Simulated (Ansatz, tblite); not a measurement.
# Si(OH)H3 (SiH4O): rung by rung, part 2 of 2

Aim: run the singlet of Si(OH)H3 (SiH4O) at one geometry on many levels, and compare frontier levels, spin and run time.

Ansatz 0.2.0, Gaussian basis; as each input shows.

## (17) PBE0-D4/def2-TZVPD

File in.yaml:

```yaml
crystal:
  periodic: [false, false, false]
  atoms:
    - {symbol: Si, position_ang: [-0.064159, -0.121033, -0.370819]}
    - {symbol: O, position_ang: [-0.064073, -0.093911, 1.278416]}
    - {symbol: H, position_ang: [0.350947, 0.656126, 1.711279]}
    - {symbol: H, position_ang: [1.317523, -0.127947, -0.922961]}
    - {symbol: H, position_ang: [-0.776957, 1.053600, -0.941911]}
    - {symbol: H, position_ang: [-0.763270, -1.366835, -0.753993]}
basis:
  gaussian: {orbitals: def2-TZVPD, initial_orbitals: start.molden}
hamiltonian: {xc: pbe0, dispersion: d4}
scf: {omitted_lower_state_checks: [starts]}
output: {orbitals: {seedname: orbitals}}
```

Started as:

```
$ ansatz run in.yaml --threads 4 --pin off --events-out ev --progress --plain --max-ram 3916MiB
```

The log of the run:

```text
Functional definition: PBE0
  name "PBE0"
  cite "Adamo & Barone, J. Chem. Phys. 110, 6158 (1999) doi:10.1063/1.478522"
  cite "Perdew, Burke & Ernzerhof, Phys. Rev. Lett. 77, 3865 (1996) doi:10.1103/PhysRevLett.77.3865"
  parent pbe
  parameter a = 0.25
  parameter kappa = 0.804
  parameter beta = 0.06672455060314922
  exchange = (1 - a)*pbe_x(kappa = kappa, mu = beta*pi^2/3) + a*exact_x
  correlation = pbe_c(beta = beta)
these checks for a lower state are left out or cut short: starts
684 factors; their error is unknown
mean field evaluation 1: about -9986.2243 eV, gradient 4.4e0 eV
mean field evaluation 2: about -9986.2667 eV, gradient 8.8e-2 eV
mean field evaluation 4: about -9986.2756 eV, gradient 1.5e-4 eV
mean field -9986.27557087 eV, -366.9888582887 hartree, gradient 9.0e-6 eV, S^2 0.000000; 0 other end points of the search recorded, 0 dependent functions left out
reference -9986.27560317 eV, -366.9888594759 hartree; 13, 13 occupied and 106, 106 virtual orbitals, 684 factors
Total energy: -9986.32859297 eV, -366.9908068151 hartree
Checks for a lower state left out: starts
```

It took 0.45 s on 4 threads of AMD EPYC 9B14, shared host.

HOMO -8.77 eV, LUMO -0.33 eV.

## (18) PBE-D4/def2-TZVPD

Changes to in.yaml since step 17:

```diff
@@ -11,3 +11,3 @@
   gaussian: {orbitals: def2-TZVPD, initial_orbitals: start.molden}
-hamiltonian: {xc: pbe0, dispersion: d4}
+hamiltonian: {xc: pbe, dispersion: d4}
 scf: {omitted_lower_state_checks: [starts]}
```

The command is unchanged.

The log of the run:

```text
Functional definition: PBE
  name "PBE"
  cite "Perdew, Burke & Ernzerhof, Phys. Rev. Lett. 77, 3865 (1996) doi:10.1103/PhysRevLett.77.3865"
  parent pbe
  parameter kappa = 0.804
  parameter beta = 0.06672455060314922
  exchange = pbe_x(kappa = kappa, mu = beta*pi^2/3)
  correlation = pbe_c(beta = beta)
these checks for a lower state are left out or cut short: starts
663 factors; their error is unknown
mean field evaluation 1: about -9985.2793 eV, gradient 9.4e0 eV
mean field evaluation 2: about -9985.3889 eV, gradient 1.7e-1 eV
mean field evaluation 4: about -9985.3800 eV, gradient 4.2e-4 eV
mean field -9985.38000849 eV, -366.9559469785 hartree, gradient 6.1e-6 eV, S^2 0.000000; 0 other end points of the search recorded, 0 dependent functions left out
reference -9985.38005281 eV, -366.9559486071 hartree; 13, 13 occupied and 106, 106 virtual orbitals, 663 factors
Total energy: -9985.44452956 eV, -366.9583180841 hartree
Checks for a lower state left out: starts
```

Wall time 0.45 s (4 threads of AMD EPYC 9B14, shared host).

From the report: HOMO -7.27 eV, LUMO -1.11 eV.

## (19) r2SCAN-D4/def2-TZVPD

Changes to in.yaml since step 18:

```diff
@@ -11,3 +11,3 @@
   gaussian: {orbitals: def2-TZVPD, initial_orbitals: start.molden}
-hamiltonian: {xc: pbe, dispersion: d4}
+hamiltonian: {xc: r2scan, dispersion: d4}
 scf: {omitted_lower_state_checks: [starts]}
```

The command is unchanged.

The log of the run:

```text
Functional definition: r2SCAN
  name "r2SCAN"
  cite "Furness, Kaplan, Ning, Perdew & Sun, J. Phys. Chem. Lett. 11, 8208 (2020) doi:10.1021/acs.jpclett.0c02405"
  cite "Furness, Kaplan, Ning, Perdew & Sun, J. Phys. Chem. Lett. 11, 9248 (2020) doi:10.1021/acs.jpclett.0c03077"
  parent r2scan
  parameter k0 = 0.174
  parameter k1 = 0.065
  parameter a1 = 4.9479
  exchange = r2scan_x(k0 = k0, k1 = k1, a1 = a1)
  correlation = r2scan_c
these checks for a lower state are left out or cut short: starts
663 factors; their error is unknown
mean field evaluation 1: about -9990.0695 eV, gradient 6.5e0 eV
mean field evaluation 2: about -9990.1231 eV, gradient 9.6e-2 eV
mean field evaluation 4: about -9990.1140 eV, gradient 1.9e-4 eV
mean field -9990.11403529 eV, -367.1299192546 hartree, gradient 1.7e-5 eV, S^2 0.000000; 0 other end points of the search recorded, 0 dependent functions left out
reference -9990.11404971 eV, -367.1299197843 hartree; 13, 13 occupied and 106, 106 virtual orbitals, 663 factors
Total energy: -9990.12868206 eV, -367.1304575134 hartree
Checks for a lower state left out: starts
```

Wall time 0.7 s (4 threads of AMD EPYC 9B14, shared host).

From the report: HOMO -7.62 eV, LUMO -0.52 eV.

## (20) CCSD(T)/def2-TZVPP

Changes to in.yaml since step 19:

```diff
@@ -10,4 +10,4 @@
 basis:
-  gaussian: {orbitals: def2-TZVPD, initial_orbitals: start.molden}
-hamiltonian: {xc: r2scan, dispersion: d4}
+  gaussian: {orbitals: def2-TZVPP, initial_orbitals: start.molden}
+correlation: {method: ccsd_t}
 scf: {omitted_lower_state_checks: [starts]}
```

Same command.

The log of the run, cut to the lines that bear on the results:

```text
Functional definition: HF
  name "HF"
  cite "Fock, Z. Phys. 61, 126 (1930) doi:10.1007/BF01340294"
  parent pbe
[...]
746 factors; integrals over basis functions are off by at most 1.3e-3 eV
[...]
mean field -9965.09067287 eV, -366.2103276468 hartree, gradient 2.0e-6 eV, S^2 0.000000; 0 other end points of the search recorded, 0 dependent functions left out
6 core orbitals not correlated: weight in the atoms' cores, before any rotation towards them, 1.000 or more for the frozen orbitals, at most 0.000 for the correlated occupied ones
reference -9965.09067287 eV, -366.2103276468 hartree; 7, 7 occupied and 116, 116 virtual orbitals, 746 factors
second order -10.23797612 eV of doubles, -0.00000000 eV of singles
cycle   1  -10.57205917 eV  change   -3.3e-1 eV  update   6.9e-2
[...]
cycle   9  -10.90655966 eV  change   -3.8e-6 eV  update   8.1e-6
perturbative correction -0.32883370 eV, -0.0120844156 hartree
Total energy: -9976.32606623 eV, -366.6232207372 hartree
Checks for a lower state left out: starts
```

It took 1.9 s on 4 threads of AMD EPYC 9B14, shared host; peak memory 0.61 GiB.

From the report: Hartree-Fock HOMO -12.44 eV, LUMO 2.91 eV; T1 0.011.

## (21) MP2/def2-TZVP

Changes to in.yaml since step 20:

```diff
@@ -10,4 +10,4 @@
 basis:
-  gaussian: {orbitals: def2-TZVPP, initial_orbitals: start.molden}
-correlation: {method: ccsd_t}
+  gaussian: {orbitals: def2-TZVP, initial_orbitals: start.molden}
+correlation: {method: mp2}
 scf: {omitted_lower_state_checks: [starts]}
```

Same command.

The log of the run:

```text
Functional definition: HF
  name "HF"
  cite "Fock, Z. Phys. 61, 126 (1930) doi:10.1007/BF01340294"
  parent pbe
  exchange = exact_x
  correlation = 0
these checks for a lower state are left out or cut short: starts
618 factors; integrals over basis functions are off by at most 1.3e-3 eV
mean field evaluation 1: about -9964.6042 eV, gradient 2.2e1 eV
mean field evaluation 2: about -9965.0110 eV, gradient 5.0e-1 eV
mean field evaluation 4: about -9965.0306 eV, gradient 1.7e-3 eV
mean field -9965.03063683 eV, -366.2081213630 hartree, gradient 8.2e-6 eV, S^2 0.000000; 0 other end points of the search recorded, 0 dependent functions left out
6 core orbitals not correlated: weight in the atoms' cores, before any rotation towards them, 1.000 or more for the frozen orbitals, at most 0.000 for the correlated occupied ones
reference -9965.03063683 eV, -366.2081213630 hartree; 7, 7 occupied and 79, 79 virtual orbitals, 618 factors
second order -9.87379359 eV of doubles, -0.00000000 eV of singles
Total energy: -9974.90443042 eV, -366.5709765849 hartree
Checks for a lower state left out: starts
```

Wall time 0.2 s (4 threads of AMD EPYC 9B14, shared host).

Report: Hartree-Fock HOMO -12.45 eV, LUMO 2.93 eV.

## (22) RPA/def2-TZVP

Changes to in.yaml since step 21:

```diff
@@ -11,4 +11,4 @@
   gaussian: {orbitals: def2-TZVP, initial_orbitals: start.molden}
-correlation: {method: mp2}
+hamiltonian: {xc: pbe}
+correlation: {method: rpa}
 scf: {omitted_lower_state_checks: [starts]}
-output: {orbitals: {seedname: orbitals}}
```

The command is unchanged.

The log of the run, cut to the lines that bear on the results:

```text
Functional definition: PBE
  name "PBE"
  cite "Perdew, Burke & Ernzerhof, Phys. Rev. Lett. 77, 3865 (1996) doi:10.1103/PhysRevLett.77.3865"
  parent pbe
[...]
618 factors; integrals over basis functions are off by at most 1.3e-3 eV
[...]
mean field -9985.32709506 eV, -366.9540024456 hartree, gradient 1.9e-6 eV, S^2 0.000000; 0 other end points of the search recorded, 0 dependent functions left out
6 core orbitals not correlated: weight in the atoms' cores, before any rotation towards them, 1.000 or more for the frozen orbitals, at most 0.000 for the correlated occupied ones
reference -9964.25319942 eV, -366.1795510652 hartree; 7, 7 occupied and 79, 79 virtual orbitals, 618 factors
Total energy: -9981.04181268 eV, -366.7965212227 hartree
Checks for a lower state left out: starts
```

Wall time 0.5 s (4 threads of AMD EPYC 9B14, shared host).

## (23) CCSD(T)/def2-TZVPD

Changes to in.yaml since step 22:

```diff
@@ -10,5 +10,5 @@
 basis:
-  gaussian: {orbitals: def2-TZVP, initial_orbitals: start.molden}
-hamiltonian: {xc: pbe}
-correlation: {method: rpa}
+  gaussian: {orbitals: def2-TZVPD, initial_orbitals: start.molden}
+correlation: {method: ccsd_t}
 scf: {omitted_lower_state_checks: [starts]}
+output: {orbitals: {seedname: orbitals}}
```

The command is unchanged.

The log of the run, cut to the lines that bear on the results:

```text
Functional definition: HF
  name "HF"
  cite "Fock, Z. Phys. 61, 126 (1930) doi:10.1007/BF01340294"
  parent pbe
[...]
815 factors; integrals over basis functions are off by at most 1.1e-3 eV
[...]
mean field -9965.06041992 eV, -366.2092158716 hartree, gradient 1.9e-6 eV, S^2 0.000000; 0 other end points of the search recorded, 0 dependent functions left out
6 core orbitals not correlated: weight in the atoms' cores, before any rotation towards them, 1.000 or more for the frozen orbitals, at most 0.000 for the correlated occupied ones
reference -9965.06041992 eV, -366.2092158716 hartree; 7, 7 occupied and 106, 106 virtual orbitals, 815 factors
second order -9.97294829 eV of doubles, -0.00000000 eV of singles
cycle   1  -10.33681922 eV  change   -3.6e-1 eV  update   7.2e-2
[...]
cycle   9  -10.68094257 eV  change   -6.7e-6 eV  update   1.0e-5
perturbative correction -0.32670616 eV, -0.0120062300 hartree
Total energy: -9976.06806865 eV, -366.6137395012 hartree
Checks for a lower state left out: starts
```

It took 1.5 s on 4 threads of AMD EPYC 9B14, shared host.

From the report: Hartree-Fock HOMO -12.46 eV, LUMO 1.56 eV; T1 0.011.

## (24) Comparison

| level | functions | HOMO (eV) | LUMO (eV) | gap (eV) | time |
| --- | --- | --- | --- | --- | --- |
| HF/6-31G | 30 | -12.32 | 3.41 | 15.73 | 0.1 s |
| PBE-D4/def2-SVP | 52 | -6.93 | -0.25 | 6.68 | 0.2 s |
| PBE-D4/def2-TZVP | 92 | -7.21 | -0.84 | 6.37 | 0.25 s |
| PBE-D4/def2-TZVPD | 119 | -7.27 | -1.11 | 6.17 | 0.45 s |
| revPBE-D4/def2-TZVP | 92 | -7.17 | -0.74 | 6.43 | 0.3 s |
| r2SCAN-D4/def2-TZVP | 92 | -7.58 | -0.29 | 7.29 | 0.55 s |
| r2SCAN-D4/def2-TZVPD | 119 | -7.62 | -0.52 | 7.10 | 0.7 s |
| B97M-V/def2-TZVP | 92 | -7.70 | -0.65 | 7.05 | 1 s |
| B3LYP-D4/6-31G | 30 | -8.11 | 0.12 | 8.23 | 0.2 s |
| B3LYP-D4/def2-TZVP | 92 | -8.52 | -0.25 | 8.27 | 0.35 s |
| PBE0-D4/def2-SVP | 52 | -8.55 | 0.67 | 9.21 | 0.2 s |
| PBE0-D4/def2-TZVP | 92 | -8.73 | 0.04 | 8.77 | 0.4 s |
| PBE0-D4/def2-TZVPD | 119 | -8.77 | -0.33 | 8.45 | 0.45 s |
| HSE06-D4/def2-TZVP | 92 | -8.32 | -0.34 | 7.99 | 0.4 s |
| CAM-B3LYP-D4/def2-TZVP | 92 | -10.19 | 0.92 | 11.12 | 0.35 s |
| LC-ωPBE/def2-TZVP | 92 | -11.55 | 2.19 | 13.74 | 0.4 s |

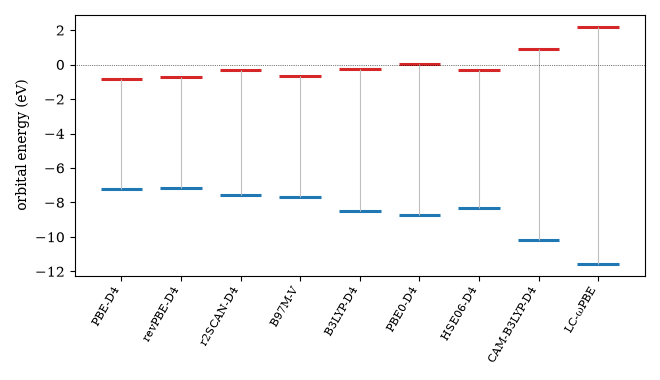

Highest filled (blue) and lowest empty (red) level in def2-TZVP.

Energy pieces by basis (eV):

| basis | HF | MP2 correlation | CCSD correlation | (T) | total |
| --- | --- | --- | --- | --- | --- |
| def2-TZVPP | -9965.0907 | -10.2380 | -10.9066 | -0.3288 | -9976.3261 |
| def2-TZVP | -9965.0306 | -9.8738 |  |  | -9974.9044 (MP2) |
| def2-TZVPD | -9965.0604 | -9.9729 | -10.6809 | -0.3267 | -9976.0681 |

## (25) Binding energy

Free atoms were run apart at each level; binding is atoms less cluster, divided by the number of atoms, without zero-point or spin-orbit terms.

Differences are taken before rounding.

| method | binding an atom (eV) | from CCSD(T)/def2-TZVPP (eV) | time |
| --- | --- | --- | --- |
| HF/6-31G | 1.981 | -1.283 | 0.1 s |
| HF/def2-TZVP | 2.460 | -0.803 |  |
| HF/def2-TZVPD | 2.463 | -0.800 |  |
| HF/def2-TZVPP | 2.470 | -0.793 |  |
| PBE-D4/def2-SVP | 3.250 | -0.013 | 0.2 s |
| PBE-D4/def2-TZVP | 3.290 | +0.027 | 0.25 s |
| PBE-D4/def2-TZVPD | 3.293 | +0.030 | 0.45 s |
| revPBE-D4/def2-TZVP | 3.228 | -0.035 | 0.3 s |
| r2SCAN-D4/def2-TZVP | 3.309 | +0.045 | 0.55 s |
| r2SCAN-D4/def2-TZVPD | 3.312 | +0.048 | 0.7 s |
| B97M-V/def2-TZVP | 3.317 | +0.054 | 1 s |
| B3LYP-D4/6-31G | 2.926 | -0.337 | 0.2 s |
| B3LYP-D4/def2-TZVP | 3.316 | +0.052 | 0.35 s |
| PBE0-D4/def2-SVP | 3.207 | -0.056 | 0.2 s |
| PBE0-D4/def2-TZVP | 3.252 | -0.011 | 0.4 s |
| PBE0-D4/def2-TZVPD | 3.256 | -0.007 | 0.45 s |
| HSE06-D4/def2-TZVP | 3.254 | -0.009 | 0.4 s |
| CAM-B3LYP-D4/def2-TZVP | 3.338 | +0.075 | 0.35 s |
| LC-ωPBE/def2-TZVP | 3.274 | +0.011 | 0.4 s |
| MP2/def2-TZVP | 3.214 | -0.049 | 0.2 s |
| MP2/def2-TZVPD | 3.229 | -0.035 |  |
| CCSD/def2-TZVPD | 3.187 | -0.076 |  |
| CCSD/def2-TZVPP | 3.233 | -0.031 |  |
| CCSD(T)/def2-TZVPD | 3.216 | -0.047 | 1.5 s |
| CCSD(T)/def2-TZVPP | 3.263 | 0 | 1.9 s |

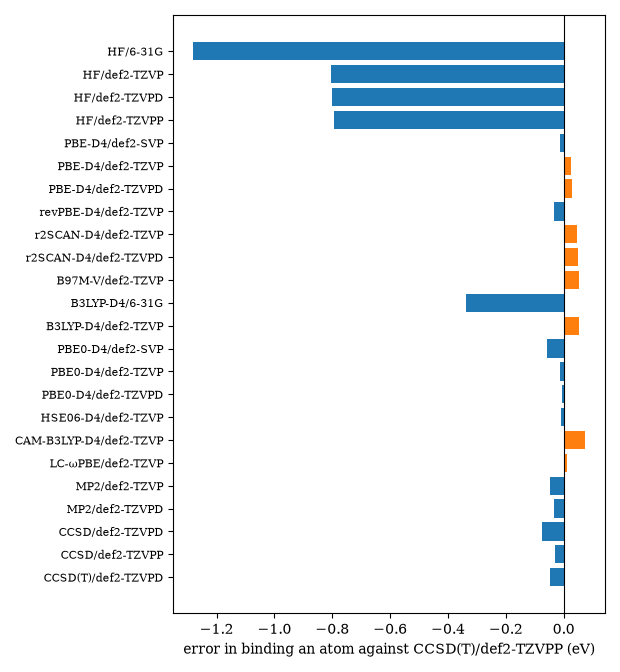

How far each level lands from CCSD(T)/def2-TZVPP.

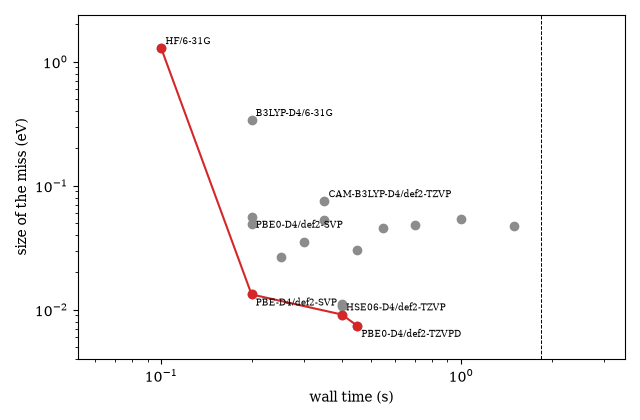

Miss against cost. Red marks the levels that no quicker level drawn beats (of those quicker than the yardstick), and the dashed line is the time of CCSD(T)/def2-TZVPP. Only those levels and the largest misses are named. Times are from a shared host. Runs this short are mostly start-up, so their order is noise.

## (26) Results

This closing draws on all 2 parts.

```
                                                 quantity                                 value
gap in def2-TZVP, named functionals, smallest and largest  6.37 eV (PBE-D4), 13.74 eV (LC-ωPBE)
                   correlation energy, CCSD(T)/def2-TZVPP                             -11.24 eV
                        correlation energy, MP2/def2-TZVP                              -9.87 eV
                   correlation energy, CCSD(T)/def2-TZVPD                             -11.01 eV
                      binding an atom, CCSD(T)/def2-TZVPP                              3.263 eV
          PBE0 total energy, smallest basis above largest        5.60 eV (def2-SVP, def2-TZVPD)
```

**Reading.** Orbital gaps of the named functionals in def2-TZVP span 6.37 eV (PBE-D4) to 13.74 eV (LC-ωPBE); exact exchange widens it. A small miss in a minimal or small basis is a cancelling of errors, not accuracy. The functionals in def2-TZVP miss CCSD(T)/def2-TZVPP by -0.035 (revPBE-D4) to +0.075 eV (CAM-B3LYP-D4) an atom. CCSD(T)/def2-TZVPP isn't at the basis-set limit; small misses against it rank nothing.

PBE0-D4/def2-TZVPD reaches 0.007 eV from the reference in 0.45 s, where CCSD(T)/def2-TZVPP took 1.9 s. The slowest run with a step of its own, CCSD(T)/def2-TZVPP, took 1.9 s; the quickest functional in def2-TZVP took 0.25 s (shared host).
